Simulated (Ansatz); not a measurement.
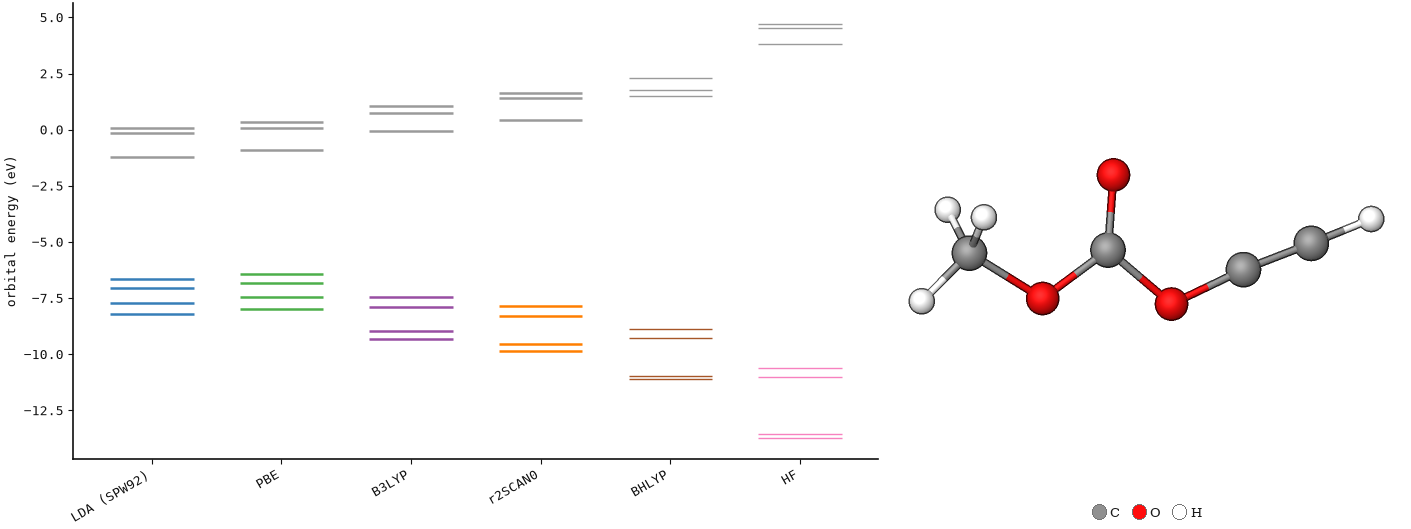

Frontier orbital energies of C₄H₄O₃, SMILES C#COC(=O)OC at one geometry, def2-TZVPP, the Ansatz code 0.2.0, at a PBE0-D4/def2-TZVP geometry (a minimum by its frequencies). Empty levels are grey, levels within 0.1 eV stand side by side; all columns show the same few orbitals around the gap.

How do the frontier levels move from column to column?

The separation grows from 5.42 eV (LDA (SPW92)) to 14.44 eV (HF).

```
      level  HOMO (eV)  LUMO (eV)  separation (eV)
LDA (SPW92)      −6.63      −1.21             5.42
        PBE      −6.41      −0.90             5.51
      B3LYP      −7.46      −0.06             7.40
    r2SCAN0      −7.87       0.42             8.29
      BHLYP      −8.85       1.51            10.36
         HF     −10.63       3.82            14.44
```

Limits of at least one run: empty levels above zero depend strongly on the basis; one conformer of a flexible molecule.
